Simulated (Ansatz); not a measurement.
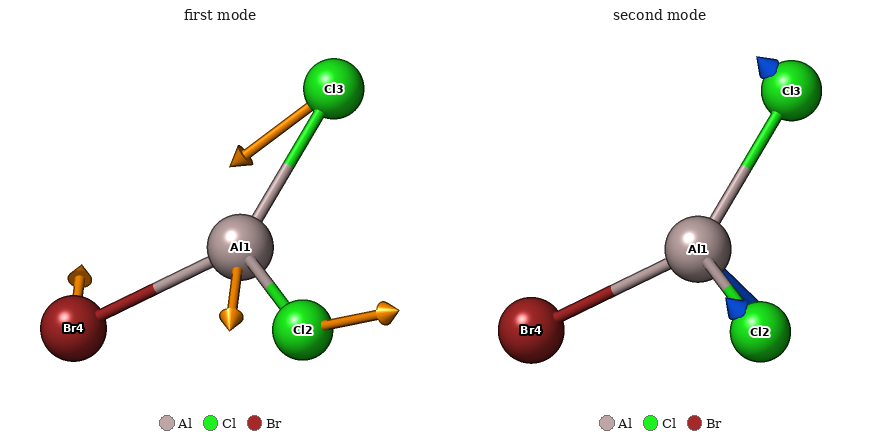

The system is AlCl2Br; the picture shows the reference structure; its two panels give the patterns of the first and the second mode as arrows. The first coordinate is: normal mode 1 (120 cm⁻¹); the second: normal mode 3 (190 cm⁻¹). Nothing is relaxed (straight displacements along the two mass-weighted modes). The grid has 9 × 9 points; 25 points were computed and 56 follow by symmetry. Energies are in kcal/mol, from the lowest grid point. Computed with RKS B3LYP-D4/def2-TZVP (Ansatz 0.2.0).

Its coordinates:

```yaml
atoms:
  - { symbol: Al, position_ang: [0.0186, 0.0313, -0.0001] }
  - { symbol: Cl, position_ang: [2.0970, 0.0105, 0.0127] }
  - { symbol: Cl, position_ang: [-0.9919, 1.8476, -0.0177] }
  - { symbol: Br, position_ang: [-1.1238, -1.8894, 0.0050] }
```

Range: normal mode 1 (120 cm⁻¹) from −3.37 to 3.37 amu½·Å; normal mode 3 (190 cm⁻¹) from −2.12 to 2.12 amu½·Å.

> Predict the map.

The lowest grid point is at normal mode 1 (120 cm⁻¹) = 0.00 amu½·Å, normal mode 3 (190 cm⁻¹) = 0.00 amu½·Å. No other kind of well shows on this grid. The highest grid point, normal mode 1 (120 cm⁻¹) = −3.37 amu½·Å, normal mode 3 (190 cm⁻¹) = −2.12 amu½·Å, lies 16.2 kcal/mol above the lowest.

| normal mode 3 (190 cm⁻¹) ↓, normal mode 1 (120 cm⁻¹) → | −3.37 | −2.52 | −1.68 | −0.84 | 0.00 | 0.84 | 1.68 | 2.52 | 3.37 |
| --- | --- | --- | --- | --- | --- | --- | --- | --- | --- |
| 2.12 | 16.2 | 12.4 | 9.8 | 8.3 | 7.8 | 8.3 | 9.8 | 12.4 | 16.2 |
| 1.59 | 12.3 | 8.6 | 6.1 | 4.6 | 4.2 | 4.6 | 6.1 | 8.6 | 12.3 |
| 1.06 | 9.6 | 6.0 | 3.6 | 2.2 | 1.8 | 2.2 | 3.6 | 6.0 | 9.6 |
| 0.53 | 8.0 | 4.6 | 2.2 | 0.9 | 0.4 | 0.9 | 2.2 | 4.6 | 8.0 |
| 0.00 | 7.5 | 4.1 | 1.8 | 0.4 | 0.0 | 0.4 | 1.8 | 4.1 | 7.5 |
| −0.53 | 8.0 | 4.6 | 2.2 | 0.9 | 0.4 | 0.9 | 2.2 | 4.6 | 8.0 |
| −1.06 | 9.6 | 6.0 | 3.6 | 2.2 | 1.8 | 2.2 | 3.6 | 6.0 | 9.6 |
| −1.59 | 12.3 | 8.6 | 6.1 | 4.6 | 4.2 | 4.6 | 6.1 | 8.6 | 12.3 |
| −2.12 | 16.2 | 12.4 | 9.8 | 8.3 | 7.8 | 8.3 | 9.8 | 12.4 | 16.2 |

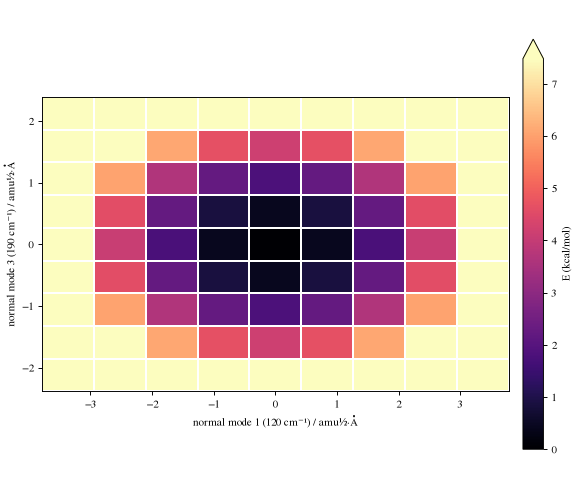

Drawn: one coloured cell a grid point, one colour for all values above the top of the scale.

Each point was launched as `ansatz run input.yaml --threads 1 --pin off --max-ram 2560MiB --backend cpu --events-out ev --progress --plain --runs-dir out`. The whole map (25 points run) took 7 min on 1 thread of Arm Neoverse V1, on a shared host.
